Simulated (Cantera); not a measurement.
A closed system holds: 1 mol LiOH, 0.019 mol H2, held at 975 °C.

Method: chemical equilibrium by Gibbs-energy minimisation in Cantera with the NASA 1993 tables (ideal gas, pure condensed phases). Candidate condensed phases: H2O, Li, LiH, LiOH, Li2O; 17 gas species. Mutual solubility and eutectic melting of coexisting phases are not modelled. The numbers say what is thermodynamically allowed, not how fast it happens.

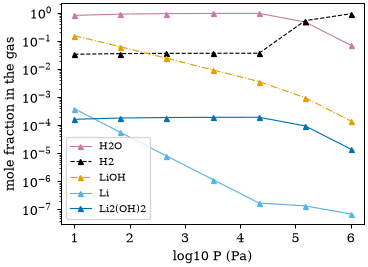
Fig. 1. Equilibrium gas composition (values under 1e-9 drawn at 1e-9)

### Question
Read off the mole fractions at 10.0 Pa.

### Answer
H2O about 0.81, LiOH about 0.15, H2 about 0.034, Li about 0.00039, Li2(OH)2 about 0.00016.
